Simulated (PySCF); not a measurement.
# BeH₃Cl, a complex of two parts: interaction energy, part 2 of 3

PySCF 2.14.0. Atoms count from 0, parts from 1. The steps go on from the part before.

## 5. Coupled-cluster interaction energy: CCSD(T) and MP2, 2.56 Å

The job: settings as JSON, then the geometry in Å.

```
{"job": {"kind": "intercc", "basis": "aug-cc-pVDZ", "basis_mid": "aug-cc-pVTZ", "basis_large": "aug-cc-pVQZ"}, "charge": 0, "multiplicity": 1, "parts": [{"atoms": "0-2", "charge": 0, "multiplicity": 1}, {"atoms": "3-4", "charge": 0, "multiplicity": 1}]}
Be     0.023713    -0.137402    -0.043211
H      0.463918     0.177974    -1.276186
H     -0.893735    -0.336662     0.926926
Cl     2.206847    -0.701242     1.174441
H      1.683487    -0.983165     2.313016
```

With the program's defaults for keys left out, this is: CCSD(T)/aug-cc-pVDZ and MP2/aug-cc-pVTZ, aug-cc-pVQZ counterpoise interaction energy, frozen core, gas phase.

What it wrote:

```text
part 1, own basis, geometry of the cluster: E = -15.7670466336 (as before)

part 2, own basis, geometry of the cluster
final grid: 17120 points
cycle   1  E = -460.0905482278  dE = -9.632e-02  |g| = 2.117e-01  |ddm| = 1.857e+00
cycle   2  E = -460.1055160290  dE = -1.497e-02  |g| = 8.073e-02  |ddm| = 4.464e-01
cycle   3  E = -460.1072260024  dE = -1.710e-03  |g| = 1.675e-02  |ddm| = 9.331e-02
cycle   4  E = -460.1074132395  dE = -1.872e-04  |g| = 5.210e-03  |ddm| = 2.582e-02
cycle   5  E = -460.1074345805  dE = -2.134e-05  |g| = 9.825e-04  |ddm| = 9.456e-03
cycle   6  E = -460.1074352745  dE = -6.940e-07  |g| = 2.399e-04  |ddm| = 1.824e-03
cycle   7  E = -460.1074353144  dE = -3.989e-08  |g| = 3.081e-05  |ddm| = 6.649e-04
cycle   8  E = -460.1074353149  dE = -5.190e-10  |g| = 5.356e-06  |ddm| = 7.708e-05
converged SCF energy = -460.1074353149

part 1, own basis, relaxed alone: E = -15.7719336632 (as before)

part 2, own basis, relaxed alone: E = -460.1075273144 (as before)

cluster
final grid: 4552 points
cycle   1  E = -475.8774962828  dE = -9.092e-03  |g| = 3.984e-02  |ddm| = 5.908e-01
cycle   2  E = -475.8784469516  dE = -9.507e-04  |g| = 1.377e-02  |ddm| = 1.202e-01
cycle   3  E = -475.8785975059  dE = -1.506e-04  |g| = 5.129e-03  |ddm| = 4.264e-02
cycle   4  E = -475.8786203077  dE = -2.280e-05  |g| = 8.659e-04  |ddm| = 2.076e-02
cycle   5  E = -475.8786209444  dE = -6.368e-07  |g| = 1.470e-04  |ddm| = 3.338e-03
cycle   6  E = -475.8786209629  dE = -1.842e-08  |g| = 4.140e-05  |ddm| = 4.446e-04
cycle   7  E = -475.8786209642  dE = -1.324e-09  |g| = 1.330e-05  |ddm| = 1.148e-04
cycle   8  E = -475.8786209644  dE = -1.716e-10  |g| = 2.574e-06  |ddm| = 5.553e-05
converged SCF energy = -475.8786209644

part 1 in the basis of the cluster
final grid: 4552 points
cycle   1  E = -15.7670802060  dE = -3.956e-05  |g| = 1.274e-03  |ddm| = 1.393e-01
cycle   2  E = -15.7670808515  dE = -6.455e-07  |g| = 1.814e-04  |ddm| = 1.756e-02
cycle   3  E = -15.7670808691  dE = -1.755e-08  |g| = 1.438e-05  |ddm| = 2.981e-03
cycle   4  E = -15.7670808692  dE = -1.665e-10  |g| = 2.157e-06  |ddm| = 2.026e-04
converged SCF energy = -15.7670808692

part 2 in the basis of the cluster
final grid: 4552 points
cycle   1  E = -460.1075028876  dE = -6.951e-05  |g| = 1.743e-03  |ddm| = 1.918e-01
cycle   2  E = -460.1075041308  dE = -1.243e-06  |g| = 2.695e-04  |ddm| = 3.182e-02
cycle   3  E = -460.1075041696  dE = -3.880e-08  |g| = 2.380e-05  |ddm| = 6.572e-03
cycle   4  E = -460.1075041700  dE = -3.714e-10  |g| = 4.644e-06  |ddm| = 3.817e-04
converged SCF energy = -460.1075041700

Interaction energy (kcal/mol)
  counterpoise       -5.554
  uncorrected        -6.042
  dispersion part     0.000
  deformation         2.909
  binding            -2.645

Decomposition of the uncorrected value (kcal/mol)
  electrostatic     -10.071
  Pauli              13.880
  orbital            -6.411
  dispersion          0.000
  correlation        -3.440

Charge of each part in the cluster: -0.047 0.047
part 1, own basis, geometry of the cluster: E = -15.7681086910 (as before)

part 2, own basis, geometry of the cluster
final grid: 17120 points
cycle   1  E = -460.0941938146  dE = -9.729e-02  |g| = 2.137e-01  |ddm| = 2.004e+00
cycle   2  E = -460.1092222951  dE = -1.503e-02  |g| = 8.693e-02  |ddm| = 4.026e-01
cycle   3  E = -460.1109769894  dE = -1.755e-03  |g| = 1.749e-02  |ddm| = 1.453e-01
cycle   4  E = -460.1111771588  dE = -2.002e-04  |g| = 5.840e-03  |ddm| = 3.192e-02
cycle   5  E = -460.1112034452  dE = -2.629e-05  |g| = 1.045e-03  |ddm| = 1.412e-02
cycle   6  E = -460.1112042246  dE = -7.794e-07  |g| = 2.614e-04  |ddm| = 2.795e-03
cycle   7  E = -460.1112042700  dE = -4.535e-08  |g| = 3.870e-05  |ddm| = 7.559e-04
cycle   8  E = -460.1112042707  dE = -7.571e-10  |g| = 6.378e-06  |ddm| = 1.382e-04
converged SCF energy = -460.1112042707

part 1, own basis, relaxed alone: E = -15.7730139330 (as before)

part 2, own basis, relaxed alone: E = -460.1113072644 (as before)

cluster
final grid: 4552 points
cycle   1  E = -475.8823281366  dE = -9.225e-03  |g| = 4.142e-02  |ddm| = 6.057e-01
cycle   2  E = -475.8833057194  dE = -9.776e-04  |g| = 1.456e-02  |ddm| = 1.135e-01
cycle   3  E = -475.8834576782  dE = -1.520e-04  |g| = 5.571e-03  |ddm| = 4.103e-02
cycle   4  E = -475.8834850255  dE = -2.735e-05  |g| = 9.372e-04  |ddm| = 2.286e-02
cycle   5  E = -475.8834857527  dE = -7.271e-07  |g| = 1.657e-04  |ddm| = 3.722e-03
cycle   6  E = -475.8834857740  dE = -2.140e-08  |g| = 5.053e-05  |ddm| = 5.184e-04
cycle   7  E = -475.8834857758  dE = -1.751e-09  |g| = 1.491e-05  |ddm| = 1.502e-04
cycle   8  E = -475.8834857760  dE = -2.206e-10  |g| = 2.826e-06  |ddm| = 6.526e-05
converged SCF energy = -475.8834857760

part 1 in the basis of the cluster
final grid: 4552 points
cycle   1  E = -15.7681054763  dE = -2.016e-06  |g| = 2.559e-04  |ddm| = 5.142e-02
cycle   2  E = -15.7681054973  dE = -2.096e-08  |g| = 2.964e-05  |ddm| = 5.184e-03
cycle   3  E = -15.7681054977  dE = -4.264e-10  |g| = 2.393e-06  |ddm| = 7.955e-04
converged SCF energy = -15.7681054977

part 2 in the basis of the cluster
final grid: 4552 points
cycle   1  E = -460.1112281570  dE = -2.488e-05  |g| = 9.611e-04  |ddm| = 2.411e-01
cycle   2  E = -460.1112285596  dE = -4.026e-07  |g| = 1.394e-04  |ddm| = 3.011e-02
cycle   3  E = -460.1112285709  dE = -1.130e-08  |g| = 1.213e-05  |ddm| = 5.032e-03
cycle   4  E = -460.1112285710  dE = -9.675e-11  |g| = 1.963e-06  |ddm| = 2.265e-04
converged SCF energy = -460.1112285710

Interaction energy (kcal/mol)
  counterpoise       -5.817
  uncorrected        -6.065
  dispersion part     0.000
  deformation         2.959
  binding            -2.858

Decomposition of the uncorrected value (kcal/mol)
  electrostatic      -9.845
  Pauli              13.738
  orbital            -6.515
  dispersion          0.000
  correlation        -3.442

Charge of each part in the cluster: -0.046 0.046
part 1 in the basis of the cluster: E(HF) = -15.763612509  E2 = -0.052963237  E(CCSD corr) = -0.070156546  (T) = -0.000501954
part 2 in the basis of the cluster: E(HF) = -460.092862306  E2 = -0.160033501  E(CCSD corr) = -0.176552012  (T) = -0.004065738
cluster: E(HF) = -475.860099532  E2 = -0.216781125  E(CCSD corr) = -0.249708147  (T) = -0.005132627

Counterpoise interaction energy (kcal/mol)
  hf_small                  -2.275
  mp2_small                 -4.649
  ccsd_small                -4.157
  ccsdt_small               -4.511
  hf_large                  -2.605
  mp2_large                 -5.817
  hf_middle                 -2.533
  mp2_middle                -5.554
  scs_mp2_large             -5.033
  mp2_limit                 -5.956
  ccsdt_less_mp2             0.138
  ccsdt_limit_estimate      -5.818
  bsse_mp2_large             0.248
```

It took 29 s on 1 thread of Arm Neoverse N1, shared host; peak memory 0.57 GiB.

Contacts at this geometry (a selection, picked against the atoms' radii; other short pairs can be missing):

```tsv
atoms	distance (Å)	kind (by distance and angle)	angle (°)
Be0···Cl3	2.56	coordination	–
```

Differences are taken before rounding.

```tsv
method	interaction energy (kcal/mol)	from CCSD(T), limit estimate (kcal/mol)
HF/aug-cc-pVDZ	-2.27	+3.54
MP2/aug-cc-pVDZ	-4.65	+1.17
CCSD/aug-cc-pVDZ	-4.16	+1.66
CCSD(T)/aug-cc-pVDZ	-4.51	+1.31
HF/aug-cc-pVQZ	-2.61	+3.21
MP2/aug-cc-pVQZ	-5.82	0.00
SCS-MP2/aug-cc-pVQZ	-5.03	+0.78
MP2, extrapolated	-5.96	-0.14
CCSD(T), limit estimate	-5.82	0
```

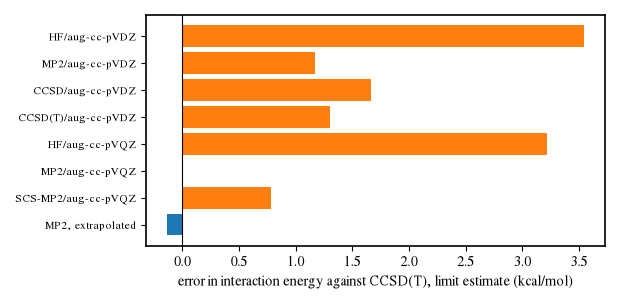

How far each level lands from CCSD(T), limit estimate.

These energies keep the parts at their geometry in the cluster; deforming them to it costs 2.96 kcal/mol (MP2).

## 6. Coupled-cluster interaction energy: CCSD(T) and MP2, 2.21 Å

Same as in step 5 but for these lines:

```diff
@@ -4,3 +4,3 @@
 H     -0.893735    -0.336662     0.926926
-Cl     2.206847    -0.701242     1.174441
-H      1.683487    -0.983165     2.313016
+Cl     1.909147    -0.624355     1.008397
+H      1.385787    -0.906278     2.146972
```

Method: CCSD(T)/aug-cc-pVDZ and MP2/aug-cc-pVTZ, aug-cc-pVQZ counterpoise interaction energy, frozen core, gas phase.

What it wrote:

```text
part 1, own basis, geometry of the cluster: E = -15.7670466336 (as before)

part 2, own basis, geometry of the cluster: E = -460.1074353149 (as before)

part 1, own basis, relaxed alone: E = -15.7719336632 (as before)

part 2, own basis, relaxed alone: E = -460.1075273144 (as before)

cluster
final grid: 4552 points
cycle   1  E = -475.8725353485  dE = -2.305e-02  |g| = 6.653e-02  |ddm| = 1.004e+00
cycle   2  E = -475.8748684425  dE = -2.333e-03  |g| = 2.259e-02  |ddm| = 2.123e-01
cycle   3  E = -475.8752295002  dE = -3.611e-04  |g| = 8.799e-03  |ddm| = 7.164e-02
cycle   4  E = -475.8752930414  dE = -6.354e-05  |g| = 1.448e-03  |ddm| = 3.919e-02
cycle   5  E = -475.8752949158  dE = -1.874e-06  |g| = 2.614e-04  |ddm| = 5.082e-03
cycle   6  E = -475.8752949747  dE = -5.895e-08  |g| = 7.975e-05  |ddm| = 7.660e-04
cycle   7  E = -475.8752949795  dE = -4.730e-09  |g| = 2.144e-05  |ddm| = 2.222e-04
cycle   8  E = -475.8752949799  dE = -4.405e-10  |g| = 4.166e-06  |ddm| = 9.352e-05
converged SCF energy = -475.8752949799

part 1 in the basis of the cluster
final grid: 4552 points
cycle   1  E = -15.7670959900  dE = -5.664e-05  |g| = 1.548e-03  |ddm| = 1.681e-01
cycle   2  E = -15.7670968437  dE = -8.537e-07  |g| = 2.128e-04  |ddm| = 2.058e-02
cycle   3  E = -15.7670968665  dE = -2.282e-08  |g| = 1.778e-05  |ddm| = 3.492e-03
cycle   4  E = -15.7670968667  dE = -2.436e-10  |g| = 2.314e-06  |ddm| = 2.882e-04
converged SCF energy = -15.7670968667

part 2 in the basis of the cluster
final grid: 4552 points
cycle   1  E = -460.1075191209  dE = -8.584e-05  |g| = 1.951e-03  |ddm| = 2.332e-01
cycle   2  E = -460.1075205963  dE = -1.475e-06  |g| = 2.967e-04  |ddm| = 3.846e-02
cycle   3  E = -460.1075206421  dE = -4.577e-08  |g| = 2.640e-05  |ddm| = 8.075e-03
cycle   4  E = -460.1075206425  dE = -4.562e-10  |g| = 5.513e-06  |ddm| = 5.332e-04
converged SCF energy = -460.1075206425

Interaction energy (kcal/mol)
  counterpoise       -5.215
  uncorrected        -6.024
  dispersion part     0.000
  deformation         2.909
  binding            -2.306

Decomposition of the uncorrected value (kcal/mol)
  electrostatic     -21.378
  Pauli              37.054
  orbital           -16.193
  dispersion          0.000
  correlation        -5.508

Charge of each part in the cluster: -0.079 0.079
part 1, own basis, geometry of the cluster: E = -15.7681086910 (as before)

part 2, own basis, geometry of the cluster: E = -460.1112042707 (as before)

part 1, own basis, relaxed alone: E = -15.7730139330 (as before)

part 2, own basis, relaxed alone: E = -460.1113072644 (as before)

cluster
final grid: 4552 points
cycle   1  E = -475.8774646476  dE = -2.303e-02  |g| = 6.903e-02  |ddm| = 1.052e+00
cycle   2  E = -475.8798259423  dE = -2.361e-03  |g| = 2.388e-02  |ddm| = 2.078e-01
cycle   3  E = -475.8801863904  dE = -3.604e-04  |g| = 9.446e-03  |ddm| = 6.847e-02
cycle   4  E = -475.8802608219  dE = -7.443e-05  |g| = 1.543e-03  |ddm| = 4.160e-02
cycle   5  E = -475.8802629069  dE = -2.085e-06  |g| = 2.936e-04  |ddm| = 5.797e-03
cycle   6  E = -475.8802629753  dE = -6.834e-08  |g| = 9.549e-05  |ddm| = 8.336e-04
cycle   7  E = -475.8802629816  dE = -6.346e-09  |g| = 2.348e-05  |ddm| = 2.941e-04
cycle   8  E = -475.8802629822  dE = -5.250e-10  |g| = 4.488e-06  |ddm| = 1.020e-04
converged SCF energy = -475.8802629822

part 1 in the basis of the cluster
final grid: 4552 points
cycle   1  E = -15.7681052812  dE = -2.861e-06  |g| = 3.044e-04  |ddm| = 6.452e-02
cycle   2  E = -15.7681053072  dE = -2.600e-08  |g| = 3.356e-05  |ddm| = 6.974e-03
cycle   3  E = -15.7681053078  dE = -5.134e-10  |g| = 2.795e-06  |ddm| = 1.036e-03
converged SCF energy = -15.7681053078

part 2 in the basis of the cluster
final grid: 4552 points
cycle   1  E = -460.1112330895  dE = -2.975e-05  |g| = 1.050e-03  |ddm| = 2.728e-01
cycle   2  E = -460.1112335552  dE = -4.658e-07  |g| = 1.498e-04  |ddm| = 3.882e-02
cycle   3  E = -460.1112335681  dE = -1.292e-08  |g| = 1.306e-05  |ddm| = 6.787e-03
cycle   4  E = -460.1112335683  dE = -1.134e-10  |g| = 2.304e-06  |ddm| = 3.109e-04
converged SCF energy = -460.1112335683

Interaction energy (kcal/mol)
  counterpoise       -5.741
  uncorrected        -6.152
  dispersion part     0.000
  deformation         2.959
  binding            -2.781

Decomposition of the uncorrected value (kcal/mol)
  electrostatic     -20.955
  Pauli              36.564
  orbital           -16.210
  dispersion          0.000
  correlation        -5.552

Charge of each part in the cluster: -0.078 0.078
part 1 in the basis of the cluster: E(HF) = -15.763643051  E2 = -0.053074109  E(CCSD corr) = -0.070251020  (T) = -0.000506225
part 2 in the basis of the cluster: E(HF) = -460.092916277  E2 = -0.160648529  E(CCSD corr) = -0.177225060  (T) = -0.004143923
cluster: E(HF) = -475.855864363  E2 = -0.219417656  E(CCSD corr) = -0.251980477  (T) = -0.005437340

Counterpoise interaction energy (kcal/mol)
  hf_small                   0.436
  mp2_small                 -3.138
  ccsd_small                -2.390
  ccsdt_small               -2.884
  hf_large                  -0.580
  mp2_large                 -5.741
  hf_middle                 -0.425
  mp2_middle                -5.215
  scs_mp2_large             -4.505
  mp2_limit                 -6.011
  ccsdt_less_mp2             0.253
  ccsdt_limit_estimate      -5.758
  bsse_mp2_large             0.412
```

It took 28 s on 1 thread of Arm Neoverse N1, shared host; peak memory 0.57 GiB.

Contacts at this geometry (a selection, picked against the atoms' radii; other short pairs can be missing):

```tsv
atoms	distance (Å)	kind (by distance and angle)	angle (°)
Be0···Cl3	2.21	bonding distance	–
```

Differences are taken before rounding.

```tsv
method	interaction energy (kcal/mol)	from CCSD(T), limit estimate (kcal/mol)
HF/aug-cc-pVDZ	0.44	+6.19
MP2/aug-cc-pVDZ	-3.14	+2.62
CCSD/aug-cc-pVDZ	-2.39	+3.37
CCSD(T)/aug-cc-pVDZ	-2.88	+2.87
HF/aug-cc-pVQZ	-0.58	+5.18
MP2/aug-cc-pVQZ	-5.74	+0.02
SCS-MP2/aug-cc-pVQZ	-4.50	+1.25
MP2, extrapolated	-6.01	-0.25
CCSD(T), limit estimate	-5.76	0
```

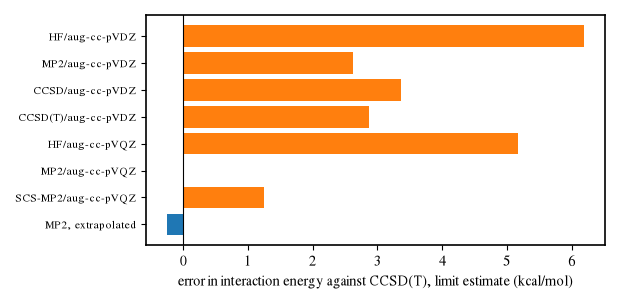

Deviations from CCSD(T), limit estimate, method by method.

These energies keep the parts at their geometry in the cluster; deforming them to it costs 2.96 kcal/mol (MP2).

## 7. Coupled-cluster interaction energy: CCSD(T) and MP2, 2.91 Å

Same as in step 6 but for these lines:

```diff
@@ -4,3 +4,3 @@
 H     -0.893735    -0.336662     0.926926
-Cl     1.909147    -0.624355     1.008397
-H      1.385787    -0.906278     2.146972
+Cl     2.504547    -0.778130     1.340484
+H      1.981187    -1.060052     2.479059
```

Method: CCSD(T)/aug-cc-pVDZ and MP2/aug-cc-pVTZ, aug-cc-pVQZ counterpoise interaction energy, frozen core, gas phase.

What it wrote:

```text
part 1, own basis, geometry of the cluster: E = -15.7670466336 (as before)

part 2, own basis, geometry of the cluster: E = -460.1074353149 (as before)

part 1, own basis, relaxed alone: E = -15.7719336632 (as before)

part 2, own basis, relaxed alone: E = -460.1075273144 (as before)

cluster
final grid: 4552 points
cycle   1  E = -475.8778680997  dE = -3.484e-03  |g| = 2.362e-02  |ddm| = 3.878e-01
cycle   2  E = -475.8782268176  dE = -3.587e-04  |g| = 8.112e-03  |ddm| = 7.493e-02
cycle   3  E = -475.8782816124  dE = -5.479e-05  |g| = 2.927e-03  |ddm| = 2.375e-02
cycle   4  E = -475.8782893095  dE = -7.697e-06  |g| = 4.853e-04  |ddm| = 1.103e-02
cycle   5  E = -475.8782895012  dE = -1.917e-07  |g| = 8.282e-05  |ddm| = 2.031e-03
cycle   6  E = -475.8782895065  dE = -5.382e-09  |g| = 2.663e-05  |ddm| = 2.467e-04
cycle   7  E = -475.8782895071  dE = -5.135e-10  |g| = 8.328e-06  |ddm| = 6.877e-05
converged SCF energy = -475.8782895071

part 1 in the basis of the cluster
final grid: 4552 points
cycle   1  E = -15.7670719719  dE = -3.062e-05  |g| = 1.115e-03  |ddm| = 1.185e-01
cycle   2  E = -15.7670724727  dE = -5.008e-07  |g| = 1.568e-04  |ddm| = 1.480e-02
cycle   3  E = -15.7670724859  dE = -1.320e-08  |g| = 1.183e-05  |ddm| = 2.507e-03
cycle   4  E = -15.7670724860  dE = -1.135e-10  |g| = 1.868e-06  |ddm| = 1.580e-04
converged SCF energy = -15.7670724860

part 2 in the basis of the cluster
final grid: 4552 points
cycle   1  E = -460.1074901117  dE = -5.660e-05  |g| = 1.561e-03  |ddm| = 1.775e-01
cycle   2  E = -460.1074911682  dE = -1.057e-06  |g| = 2.494e-04  |ddm| = 2.696e-02
cycle   3  E = -460.1074912018  dE = -3.361e-08  |g| = 2.129e-05  |ddm| = 5.261e-03
cycle   4  E = -460.1074912021  dE = -2.985e-10  |g| = 4.073e-06  |ddm| = 2.331e-04
converged SCF energy = -460.1074912021

Interaction energy (kcal/mol)
  counterpoise       -4.138
  uncorrected        -4.457
  dispersion part     0.000
  deformation         2.909
  binding            -1.230

Decomposition of the uncorrected value (kcal/mol)
  electrostatic      -4.926
  Pauli               4.983
  orbital            -2.451
  dispersion          0.000
  correlation        -2.063

Charge of each part in the cluster: -0.024 0.024
part 1, own basis, geometry of the cluster: E = -15.7681086910 (as before)

part 2, own basis, geometry of the cluster: E = -460.1112042707 (as before)

part 1, own basis, relaxed alone: E = -15.7730139330 (as before)

part 2, own basis, relaxed alone: E = -460.1113072644 (as before)

cluster
final grid: 4552 points
cycle   1  E = -475.8826875280  dE = -3.589e-03  |g| = 2.486e-02  |ddm| = 3.270e-01
cycle   2  E = -475.8830638439  dE = -3.763e-04  |g| = 8.667e-03  |ddm| = 6.112e-02
cycle   3  E = -475.8831201831  dE = -5.634e-05  |g| = 3.211e-03  |ddm| = 2.313e-02
cycle   4  E = -475.8831295689  dE = -9.386e-06  |g| = 5.367e-04  |ddm| = 1.246e-02
cycle   5  E = -475.8831297958  dE = -2.269e-07  |g| = 9.383e-05  |ddm| = 2.176e-03
cycle   6  E = -475.8831298021  dE = -6.257e-09  |g| = 3.181e-05  |ddm| = 2.793e-04
cycle   7  E = -475.8831298028  dE = -6.854e-10  |g| = 8.965e-06  |ddm| = 9.413e-05
converged SCF energy = -475.8831298028

part 1 in the basis of the cluster
final grid: 4552 points
cycle   1  E = -15.7681053944  dE = -1.503e-06  |g| = 2.124e-04  |ddm| = 3.354e-02
cycle   2  E = -15.7681054108  dE = -1.639e-08  |g| = 2.625e-05  |ddm| = 4.432e-03
cycle   3  E = -15.7681054111  dE = -3.628e-10  |g| = 2.146e-06  |ddm| = 7.508e-04
converged SCF energy = -15.7681054111

part 2 in the basis of the cluster
final grid: 4552 points
cycle   1  E = -460.1112237463  dE = -2.050e-05  |g| = 8.776e-04  |ddm| = 1.726e-01
cycle   2  E = -460.1112240826  dE = -3.363e-07  |g| = 1.285e-04  |ddm| = 2.085e-02
cycle   3  E = -460.1112240922  dE = -9.573e-09  |g| = 1.115e-05  |ddm| = 3.544e-03
cycle   4  E = -460.1112240923  dE = -8.447e-11  |g| = 1.772e-06  |ddm| = 1.711e-04
converged SCF energy = -460.1112240923

Interaction energy (kcal/mol)
  counterpoise       -4.287
  uncorrected        -4.448
  dispersion part     0.000
  deformation         2.959
  binding            -1.328

Decomposition of the uncorrected value (kcal/mol)
  electrostatic      -4.857
  Pauli               4.988
  orbital            -2.529
  dispersion          0.000
  correlation        -2.049

Charge of each part in the cluster: -0.024 0.024
part 1 in the basis of the cluster: E(HF) = -15.763594852  E2 = -0.052895628  E(CCSD corr) = -0.070096461  (T) = -0.000498950
part 2 in the basis of the cluster: E(HF) = -460.092782622  E2 = -0.159699520  E(CCSD corr) = -0.176195199  (T) = -0.004025105
cluster: E(HF) = -475.860082927  E2 = -0.214906669  E(CCSD corr) = -0.248116240  (T) = -0.004882990

Counterpoise interaction energy (kcal/mol)
  hf_small                  -2.325
  mp2_small                 -3.776
  ccsd_small                -3.470
  ccsdt_small               -3.695
  hf_large                  -2.385
  mp2_large                 -4.287
  hf_middle                 -2.338
  mp2_middle                -4.138
  scs_mp2_large             -3.810
  mp2_limit                 -4.362
  ccsdt_less_mp2             0.080
  ccsdt_limit_estimate      -4.281
  bsse_mp2_large             0.161
```

Wall time 28 s (1 thread of Arm Neoverse N1, shared host); peak memory 0.57 GiB.

Contacts at this geometry (a selection, picked against the atoms' radii; other short pairs can be missing):

```tsv
atoms	distance (Å)	kind (by distance and angle)	angle (°)
Be0···Cl3	2.91	inside the van der Waals sum	–
```

Differences are taken before rounding.

```tsv
method	interaction energy (kcal/mol)	from CCSD(T), limit estimate (kcal/mol)
HF/aug-cc-pVDZ	-2.33	+1.96
MP2/aug-cc-pVDZ	-3.78	+0.51
CCSD/aug-cc-pVDZ	-3.47	+0.81
CCSD(T)/aug-cc-pVDZ	-3.70	+0.59
HF/aug-cc-pVQZ	-2.38	+1.90
MP2/aug-cc-pVQZ	-4.29	-0.01
SCS-MP2/aug-cc-pVQZ	-3.81	+0.47
MP2, extrapolated	-4.36	-0.08
CCSD(T), limit estimate	-4.28	0
```

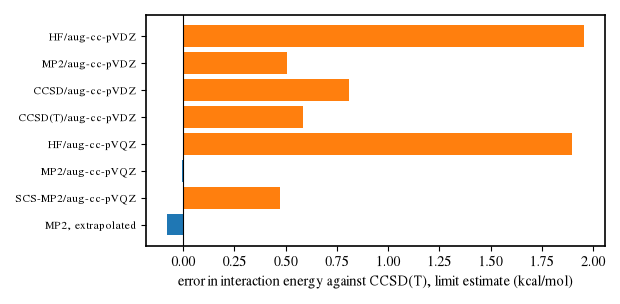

Error of each method against CCSD(T), limit estimate.

These energies keep the parts at their geometry in the cluster; deforming them to it costs 2.96 kcal/mol (MP2).

(Continued in part 3 of 3.)
